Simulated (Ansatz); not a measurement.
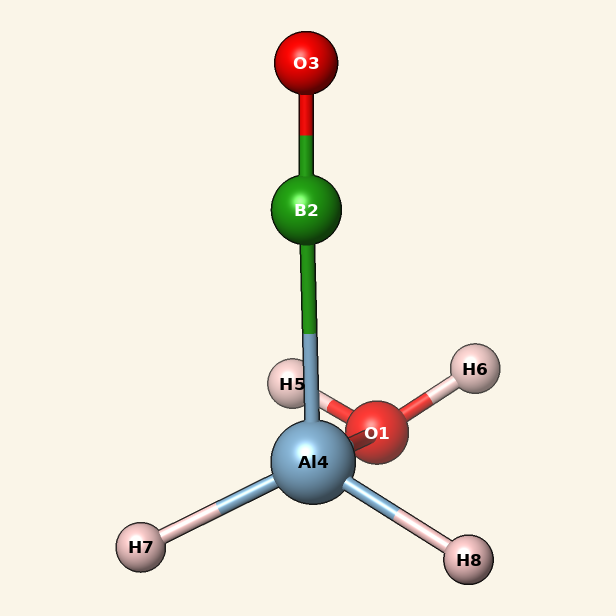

O1 lies behind Al4. The molecule seen a little off the Al4–O1 bond, Al4 in front. Distant atoms are faded towards the background colour. The computed structure is the end point of a PBE-D4/def2-SVP optimisation. No frequency run is at hand to confirm it as a minimum.

What is the torsion angle B2–Al4–O1–H5? The sign is positive where the front bond must turn clockwise to cover the back bond.

−68°, synclinal (gauche).
